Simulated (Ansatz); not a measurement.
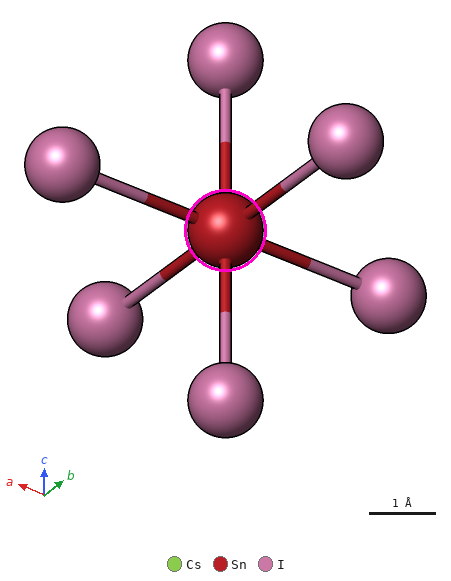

Perfect CsSnI3. Style: ball-and-stick. Shown: the atoms within 3.8 Å of one point, from a free direction.

Method: DFT, PBEsol, PAW, plane waves in Ansatz. Settings: plane-wave cutoff 420 eV; k-point mesh 1 × 1 × 1; mesh shifted by (0.25, 0.25, 0.25); no spin polarisation. Fermi-Dirac smearing of 0.01 eV. A uniform background neutralises the charged cell. The axes drawn are those of the host's conventional cell.

A tin atom is taken out (a vacancy) at the ringed place, in charge state −2. The supercell has 40 sites, and the atoms are relaxed at the host's cell.

**How do the neighbours respond?**

Around the empty Sn site the host had 6 I at 3.08 Å; after relaxation the nearest atoms are 6 I at 3.05 to 3.06 Å. Of the host's atoms, a caesium atom moves furthest from its site, by 0.56 Å.

The relaxed defect, seen from the same direction:

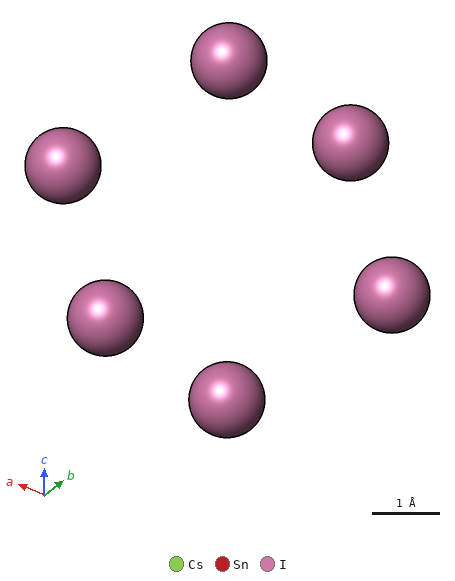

Limits of the set-up: the cell is charged, on a uniform background, and energies carry no finite-size correction.
